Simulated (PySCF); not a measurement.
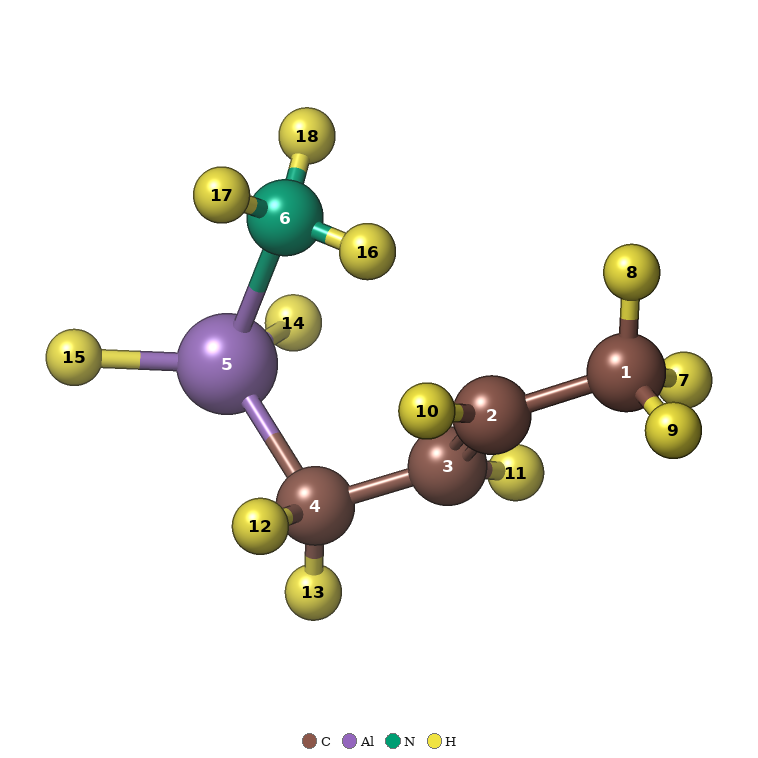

The atoms are numbered. The computed structure is the end point of a PBE0-D3(BJ)/def2-SVP optimisation. No frequency run is at hand to confirm it as a minimum.

Which atoms are bonded, and how long are the bonds? Leave out bonds to hydrogen.

```json
{"bond": "C1–C2", "length (Å)": "1.497"}
{"bond": "C2–C3", "length (Å)": "1.349"}
{"bond": "C3–C4", "length (Å)": "1.476"}
{"bond": "C4–Al5", "length (Å)": "2.019"}
{"bond": "Al5–N6", "length (Å)": "2.052"}
```
